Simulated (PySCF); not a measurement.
C4H10AlNO, singlet at its GFN2-xTB optimised geometry (Å):

```
17

Al    -0.2612     0.0973     0.0000
C     -1.1017    -1.5597    -0.7810
H     -1.0400    -1.5404    -1.8729
H     -2.1614    -1.6688    -0.5429
H     -0.6111    -2.4876    -0.4708
C     -1.2620     1.8307     0.0000
H     -2.3396     1.6773     0.0947
H     -1.1194     2.4154    -0.9129
H     -0.9693     2.4876     0.8250
O      1.3989     0.0973     0.0000
H      2.3396     0.1159    -0.0880
C      0.0761    -2.0766     3.8580
C     -0.2762    -1.1754     2.8075
N     -0.5708    -0.4503     1.9719
H     -0.0206    -1.5795     4.8229
H      1.1064    -2.4024     3.7186
H     -0.5838    -2.9431     3.8281
```

Calculation: PBE0/def2-SVP run with PySCF. Cells within 0.4 Å of a nucleus heavier than hydrogen are left out (blank, or x).

Map of the Laplacian of the electron density (e/bohr⁵), clipped to [-1.50, 1.50] on the plane z = 0.0 Å:

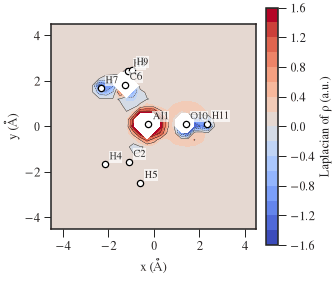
Laplacian of the electron density (e/bohr⁵), clipped to [-1.50, 1.50] on the plane z = 0.0 Å.
